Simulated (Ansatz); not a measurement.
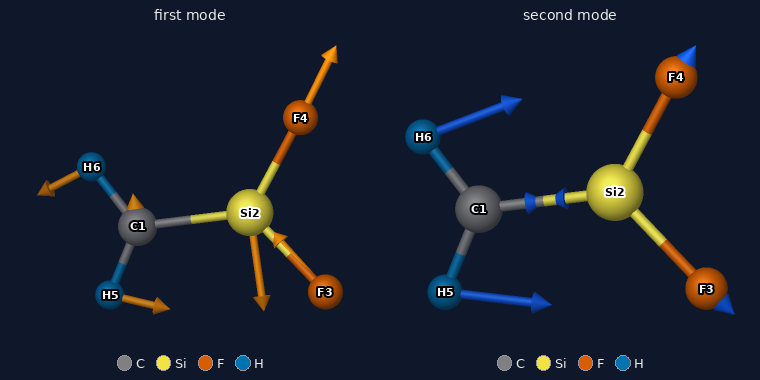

The system is CH₂F₂Si, SMILES C=[Si](F)F; the picture shows the reference structure; its two panels give the patterns of the first and the second mode as arrows. The first coordinate is: normal mode 8 (994 cm⁻¹); the second: normal mode 9 (1120 cm⁻¹). Nothing is relaxed (straight displacements along the two mass-weighted modes). The scan uses a 9 × 9 grid; 45 points were computed and 36 follow by symmetry. Points are written as (first, second). Energies: kJ/mol, counted from the lowest grid point. The calculation used RKS r2SCAN-D4/def2-TZVP (Ansatz).

Its coordinates:

```xyz
6

C    -0.2966    0.9199   -0.0432
Si    0.2169   -0.6727    0.0316
F     1.2366   -1.2874    1.0652
F    -0.2245   -1.8517   -0.9175
H     0.0708    1.6534    0.6607
H    -1.0032    1.2385   -0.7968
```

Range: normal mode 8 (994 cm⁻¹) from −0.406 to 0.406 amu½·Å; normal mode 9 (1120 cm⁻¹) from −0.36 to 0.36 amu½·Å.

Question: Predict the map.

Answer: The lowest grid point is at (0.000 amu½·Å, 0.00 amu½·Å). It is the only kind of minimum in the scanned range. The highest grid point, (−0.406 amu½·Å, −0.36 amu½·Å), lies 66.1 kJ/mol above the lowest.

```
normal mode 9 (1120 cm⁻¹) ↓, normal mode 8 (994 cm⁻¹) →  −0.406  −0.305  −0.203  −0.102  0.000  0.102  0.203  0.305  0.406
                                                   0.36    52.8    43.3    36.6    32.7   31.3   32.7   36.6   43.3   52.8
                                                   0.27    40.6    30.3    23.0    18.7   17.3   18.7   23.0   30.3   40.6
                                                   0.18    32.8    21.6    13.7     9.1    7.5    9.1   13.7   21.6   32.8
                                                   0.09    29.1    17.1     8.6     3.5    1.8    3.5    8.6   17.1   29.1
                                                   0.00    29.4    16.4     7.3     1.8    0.0    1.8    7.3   16.4   29.4
                                                  −0.09    33.4    19.4     9.6     3.7    1.8    3.7    9.6   19.4   33.4
                                                  −0.18    40.9    25.9    15.4     9.1    7.0    9.1   15.4   25.9   40.9
                                                  −0.27    51.9    35.8    24.4    17.7   15.5   17.7   24.4   35.8   51.9
                                                  −0.36    66.1    48.9    36.7    29.5   27.1   29.5   36.7   48.9   66.1
```

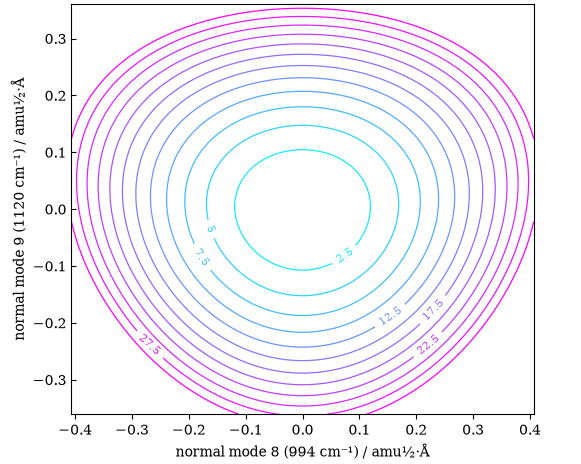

The picture shows contour lines labelled in kJ/mol (none above 30). Between grid points the surface is interpolated.

Each point was launched as `ansatz run input.yaml --threads 1 --pin off --max-ram 2560MiB --backend cpu --events-out ev --progress --plain --runs-dir out`. The whole map (45 points run) took 5.2 min on 1 thread of Intel(R) Xeon(R) Platinum 8375C CPU @ 2.90GHz (Ice Lake) (shared host).
